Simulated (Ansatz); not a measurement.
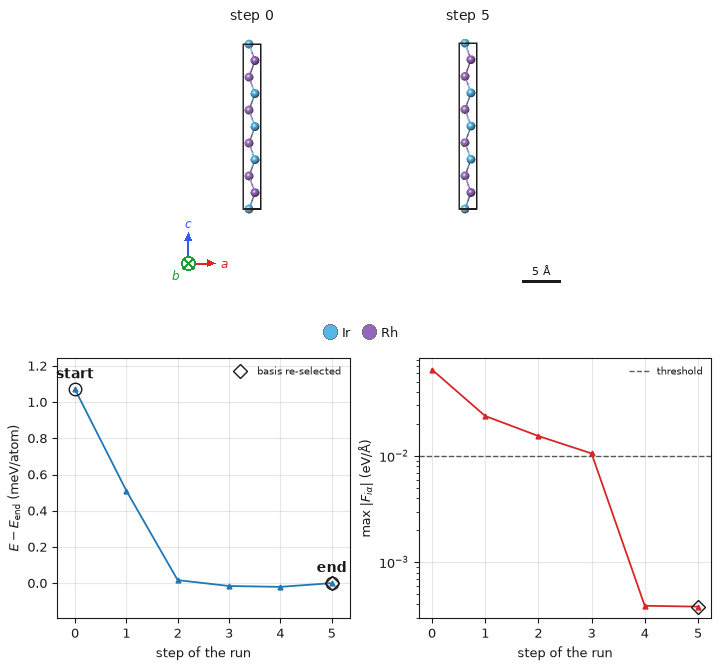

First and last geometry of a relaxation of crystalline Ir2Rh3 (a generated structure, set up in P-6m2), with the history of the run. Style: ball-and-stick. Shown: the cell of the calculation, along the b axis.

These are results of DFT PBE, scalar-relativistic, plane waves, PAW (Ansatz 0.2.0), not measurements. Set-up: plane-wave cutoff 420 eV; k-point mesh 18 × 18 × 2; occupations gaussian; smearing width 0.1 eV; no spin polarisation; cell and atoms relaxed; force threshold 0.01 eV/Å; at most 80 steps.

Question: Did the run converge, and what did it change?

Answer: It converged. The energy falls by 1.1 meV per atom in 4 accepted moves (5 points after the start). Largest force component: 0.065 eV/Å at the start, 0.00038 eV/Å at the end. Pressure: −0.61 GPa at the start and 0.00 GPa at the end. The SCF was repeated once at an unchanged geometry on a basis and grid sized afresh for the cell, which shifted the energy by less than 0.05 meV per atom at most. No atom moves by more than 0.005 Å relative to the cell. The volume changes by −0.2 %, with a = b 2.746 → 2.735 Å (−0.4 %), c 21.906 → 22.035 Å (+0.6 %). Among the contacts that change: Ir–Ir 2.746 → 2.735 Å, Rh–Rh 2.746 → 2.735 Å, Ir–Rh 2.690 → 2.700 Å, Ir–Rh 2.706 → 2.713 Å. The space group stays P-6m2 (No. 187).
